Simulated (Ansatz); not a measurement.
**Run report: ZrCl, geometry relaxation**

- system: ZrCl, multiplicity 2, SMILES [Cl][Zr]
- method: UKS B3LYP-D4/def2-TZVPP (Ansatz 0.2.0)

Figures and captions count atoms from 1; the log counts them from 0 in places.

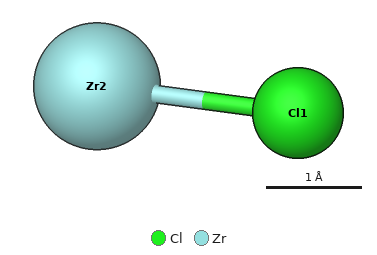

*The input geometry (ball-and-stick view, seen at a tilt; atoms are numbered from 1 in the order of the input). Sticks mark near contacts.*

Bond lengths as drawn: Cl–Zr 2.31 Å.

### Results in brief

```json
{"quantity": "outcome", "value": "converged"}
{"quantity": "total energy", "value": "−13803.2427 eV"}
{"quantity": "mean-field energy", "value": "−13803.1394 eV"}
{"quantity": "⟨S²⟩", "value": "1.228"}
{"quantity": "SCF solution under orbital rotations", "value": "stable"}
{"quantity": "largest force (length of the vector) at the end", "value": "under 0.001 eV/Å"}
{"quantity": "hardware", "value": "2 threads of Intel Xeon (Sapphire Rapids), 64 GiB of memory available, shared host"}
{"quantity": "wall time", "value": "28 s (CPU time 54 s)"}
{"quantity": "peak memory", "value": "0.26 GiB"}
```

### Remarks

⟨S²⟩ is 1.23 against 0.75 for a pure state: the solution is spin-contaminated.

### The input
```yaml
crystal:
  periodic: [false, false, false]
  atoms:
    - { symbol: Cl, position_ang: [-3.0e-08, 1.0e-08, 0.19574731] }
    - { symbol: Zr, position_ang: [3.0e-08, -1.0e-08, 2.50100269] }
magnetization:
  spin_polarized: true
  initial_magnetization: 1
basis:
  gaussian: { orbitals: def2-TZVPP }
hamiltonian:
  xc: { name: B3LYP }
  dispersion: d4
relax:
  f_tol: 0.002
  max_steps: 150
```

Launched with:
```bash
ansatz run input.yaml --threads 2 --pin off --max-ram 5120MiB --backend cpu --events-out ev --progress --plain --runs-dir out
```

### Log
```
The last accepted step is kept in [file] (removed where the run ends without a failure and the disk answers)
Engine: ansatz 0.2.0, x86_64-unknown-linux-gnu
Functional definition: B3LYP
  parameter a0 = 0.2
  parameter ax = 0.72
  parameter ac = 0.81
  exchange = (1 - a0 - ax)*slater_x + ax*b88_x + a0*exact_x
  correlation = (1 - ac)*vwn_rpa_c + ac*lyp_c
659 factors; their error is unknown
mean field evaluation 1: about -13802.2500 eV, gradient 1.2e1 eV
mean field evaluation 2: about -13801.6582 eV, gradient 1.7e1 eV
mean field evaluation 4: about -13803.0479 eV, gradient 1.4e0 eV
mean field evaluation 8: about -13803.1069 eV, gradient 1.1e-1 eV
mean field evaluation 16: about -13803.1095 eV, gradient 1.8e-4 eV
mean field evaluation 32: about -13803.1077 eV, gradient 4.0e-1 eV
mean field evaluation 64: about -13803.1176 eV, gradient 1.4e0 eV
mean field -13803.13871660 eV, -507.2559917315 hartree, gradient 8.4e-7 eV, S^2 1.214419; 11 other end points of the search recorded, 0 dependent functions left out
the calculation of the forces begins
reference -13803.13890144 eV, -507.2559985243 hartree; 15, 14 occupied and 83, 84 virtual orbitals, 659 factors
relax step   1: F+E_penalty+E_count = -13803.24208908 eV  Δ(F+E_penalty+E_count) = +0.000e0 eV  max|allowed force component| = 1.128e-1 eV/Å  Δτ_max = 0.0000 Å  (400 SCF iters, accepted)
these checks for a lower state are left out or cut short: starts, cluster_reference, orbital_swaps, neighbouring_geometries, increment
659 factors; their error is unknown
mean field evaluation 96: about -13803.0987 eV, gradient 2.0e-3 eV
mean field -13803.13920385 eV, -507.2560096377 hartree, gradient 6.0e-6 eV, S^2 1.228258; 0 other end points of the search recorded, 0 dependent functions left out
the calculation of the forces begins
reference -13803.13938902 eV, -507.2560164427 hartree; 15, 14 occupied and 83, 84 virtual orbitals, 659 factors
relax step   2: F+E_penalty+E_count = -13803.24255590 eV  Δ(F+E_penalty+E_count) = -4.668e-4 eV  max|allowed force component| = 4.181e-3 eV/Å  Δτ_max = 0.0043 Å  (73 SCF iters, accepted)
these checks for a lower state are left out or cut short: starts, cluster_reference, orbital_swaps, neighbouring_geometries, increment
659 factors; their error is unknown
mean field -13803.13920372 eV, -507.2560096328 hartree, gradient 9.8e-6 eV, S^2 1.227761; 0 other end points of the search recorded, 0 dependent functions left out
the calculation of the forces begins
reference -13803.13938888 eV, -507.2560164373 hartree; 15, 14 occupied and 83, 84 virtual orbitals, 659 factors
relax step   3: F+E_penalty+E_count = -13803.24255649 eV  Δ(F+E_penalty+E_count) = -5.971e-7 eV  max|allowed force component| = 1.127e-5 eV/Å  Δτ_max = 0.0002 Å  (55 SCF iters, accepted)
659 factors; their error is unknown
mean field evaluation 128: about -13803.1081 eV, gradient 4.3e-3 eV
mean field evaluation 160: about -13803.1318 eV, gradient 2.5e-3 eV
mean field evaluation 192: about -13803.1075 eV, gradient 9.7e-2 eV
```

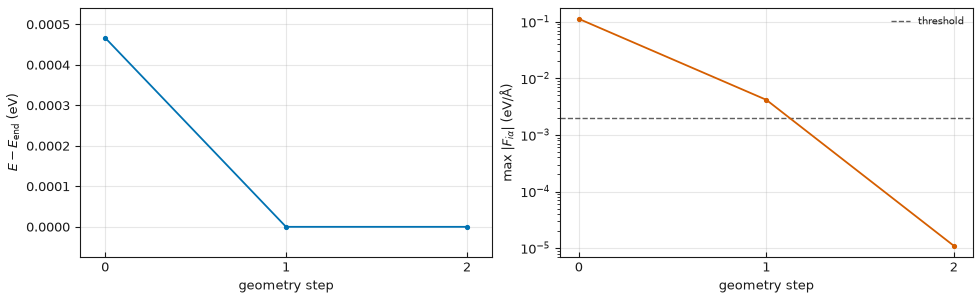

*Progress of the relaxation, step by step (the first geometry is step 0 here and step 1 in the log).*

Over 2 geometry steps the energy falls by next to nothing (0.0 eV). Largest force component: 0.11 eV/Å at the start, under 0.0001 eV/Å at the end. The largest moves after the best rigid fit, 0.004 Å, are those of Cl1 and Zr2. By element the largest moves are Cl 0.004 Å, Zr 0.004 Å. Among the contacts that change: Cl1–Zr2 2.305 → 2.314 Å. (Atoms are counted from 1 in the order of the input.)

```
mean field -13803.13920372 eV, -507.2560096328 hartree, gradient 9.8e-6 eV, S^2 1.227761; 11 other end points of the search recorded, 0 dependent functions left out
the calculation of the forces begins
reference -13803.13938888 eV, -507.2560164373 hartree; 15, 14 occupied and 83, 84 virtual orbitals, 659 factors
Total energy: -13803.24274165 eV, -507.2598145818 hartree
Atom 0 at    -0.000000     0.000000     0.191579 Å, force     0.000001     0.000001     0.000011 eV/Å
Atom 1 at     0.000000    -0.000000     2.505171 Å, force    -0.000001    -0.000001    -0.000011 eV/Å
Dipole moment:    -0.035474    -0.035478     0.530513 e Å
```

### Trajectory as extended XYZ (Å, eV, eV/Å), 3 frames, from step=1 to step=3
```
2
Properties=species:S:1:pos:R:3:forces:R:3 step=1 energy=-13803.24209
Cl    0.0000    0.0000    0.1957    0.0000   0.0000  -0.1128
Zr    0.0000    0.0000    2.5010    0.0000   0.0000   0.1128
2
Properties=species:S:1:pos:R:3:forces:R:3 step=2 energy=-13803.24256
Cl    0.0000    0.0000    0.1914    0.0000   0.0000   0.0042
Zr    0.0000    0.0000    2.5053    0.0000   0.0000  -0.0042
2
Properties=species:S:1:pos:R:3:forces:R:3 step=3 energy=-13803.24256
Cl    0.0000    0.0000    0.1916    0.0000   0.0000   0.0000
Zr    0.0000    0.0000    2.5052    0.0000   0.0000   0.0000
```
